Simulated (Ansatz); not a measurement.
# SiH2O (oxosilane): r2SCAN0/def2-TZVPP

Aim: the vertical ionisation energy of SiH2O (oxosilane) at r2SCAN0/def2-TZVPP, from 2 runs. 

The results are computed with Ansatz 0.2.0.

50 further runs of the same task are left out: 50 set aside as unsound or not needed.

## Step 1: The system as given

The species is SiH2O (4 atoms), meant as a singlet with charge 0. SMILES: `O=[SiH2]`. The coordinates come from a PBE0-D4/def2-TZVP relaxation.

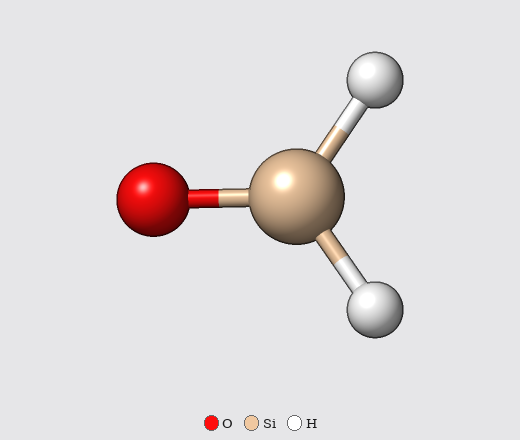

The structure, seen from a chosen angle (oxygen red, silicon light orange, hydrogen white).

## Step 2: A single-point energy at r2SCAN0/def2-TZVPP

File molecule.yaml:

```yaml
crystal:
  periodic: [false, false, false]
  atoms:
    - {symbol: O, position_ang: [-0.283200, 0.413500, 1.469500]}
    - {symbol: Si, position_ang: [-0.006700, 0.009800, 0.034900]}
    - {symbol: H, position_ang: [0.439900, -1.346000, -0.376200]}
    - {symbol: H, position_ang: [-0.150000, 0.922700, -1.128300]}
basis:
  gaussian: {orbitals: def2-TZVPP}
hamiltonian: {xc: {name: r2SCAN0}}
accuracy: high
output: {orbitals: {seedname: orbitals}}
```

On the command line:

```console
$ ansatz run molecule.yaml --threads 1 --pin off --max-ram 3480MiB --events-out events.jsonl --progress --plain --runs-dir runs
```

Standard output:

```text
Warning: RAYON_NUM_THREADS=1 ignored (pool sized by the plan → 1); use --threads N
Functional definition: r2SCAN0
  name "r2SCAN0"
  parameter a = 0.25
  parameter k0 = 0.174
  parameter k1 = 0.065
  parameter a1 = 4.9479
  exchange = (1 - a)*r2scan_x(k0 = k0, k1 = k1, a1 = a1) + a*exact_x
  correlation = r2scan_c
1618 factors; integrals over basis functions are off by at most 3.1e-9 eV
mean field evaluation 1: about -9948.8310 eV, gradient 6.1e1 eV
mean field evaluation 2: about -9894.9114 eV, gradient 1.6e2 eV
mean field evaluation 4: about -9955.5683 eV, gradient 2.7e0 eV
mean field evaluation 8: about -9955.5787 eV, gradient 3.2e-1 eV
mean field evaluation 16: about -9955.5788 eV, gradient 3.6e-6 eV
mean field -9955.57884395 eV, -365.8607743814 hartree, gradient 5.4e-8 eV, S^2 0.000000; 0 other end points of the search recorded, 0 dependent functions left out
reference -9955.57884452 eV, -365.8607744024 hartree; 12, 12 occupied and 89, 89 virtual orbitals, 1618 factors
Total energy: -9955.57884452 eV, -365.8607744024 hartree
```

It took 7.5 s on 1 thread of Arm Neoverse V2, shared host; peak memory 0.26 GiB.

## Step 3: The doublet cation

File in.yaml:

```yaml
crystal:
  periodic: [false, false, false]
  atoms:
    - symbol: O
      position_ang: [-0.283200, 0.413500, 1.469500]
    - symbol: Si
      position_ang: [-0.006700, 0.009800, 0.034900]
    - symbol: H
      position_ang: [0.439900, -1.346000, -0.376200]
    - symbol: H
      position_ang: [-0.150000, 0.922700, -1.128300]
basis:
  gaussian:
    orbitals: def2-TZVPP
magnetization:
  spin_polarized: true
  initial_magnetization: 1
hamiltonian:
  xc: {name: r2SCAN0}
total_charge: 1
output: {orbitals: {seedname: orbitals}}
accuracy: high
```

On the command line:

```console
$ ansatz run in.yaml --threads 1 --pin off --max-ram 3480MiB --events-out events.jsonl --progress --plain --runs-dir runs
```

Standard output:

```text
Warning: RAYON_NUM_THREADS=1 ignored (pool sized by the plan → 1); use --threads N
Functional definition: r2SCAN0
  name "r2SCAN0"
  parameter a = 0.25
  parameter k0 = 0.174
  parameter k1 = 0.065
  parameter a1 = 4.9479
  exchange = (1 - a)*r2scan_x(k0 = k0, k1 = k1, a1 = a1) + a*exact_x
  correlation = r2scan_c
1618 factors; integrals over basis functions are off by at most 3.1e-9 eV
mean field evaluation 1: about -9921.3769 eV, gradient 7.6e1 eV
mean field evaluation 2: about -9712.0134 eV, gradient 1.5e2 eV
mean field evaluation 4: about -9944.1307 eV, gradient 9.6e0 eV
mean field evaluation 8: about -9944.9647 eV, gradient 4.1e-1 eV
mean field evaluation 16: about -9944.9903 eV, gradient 2.0e-3 eV
mean field evaluation 32: about -9944.9903 eV, gradient 2.5e-8 eV
mean field -9944.99025834 eV, -365.4716510374 hartree, gradient 2.5e-8 eV, S^2 0.760735; 2 other end points of the search recorded, 0 dependent functions left out
reference -9944.99026017 eV, -365.4716511046 hartree; 12, 11 occupied and 89, 90 virtual orbitals, 1618 factors
Total energy: -9944.99026017 eV, -365.4716511046 hartree
```

It took 17 s on 1 thread of Arm Neoverse V2, shared host; peak memory 0.37 GiB.

## Step 4: Outcome

Level: r2SCAN0/def2-TZVPP.

| quantity | value |
| --- | --- |
| singlet SiH2O: total energy | -365.86077 Eh |
| singlet SiH2O: HOMO energy | -8.51 eV |
| singlet SiH2O: LUMO energy | -2.08 eV |
| singlet SiH2O: HOMO–LUMO gap | 6.43 eV |
| doublet cation: total energy | -365.47165 Eh |
| doublet cation: HOMO energy (highest over α and β) | -17.95 eV |
| doublet cation: LUMO energy (lowest over α and β) | -12.64 eV |
| doublet cation: ⟨S²⟩ | 0.761 |
| vertical ionisation energy (to the doublet cation) | 10.589 eV |

In words: Removing an electron at fixed nuclei costs 10.59 eV (244 kcal/mol). The negative HOMO energy of the first species, 8.51 eV, lies 2.08 eV below that difference.
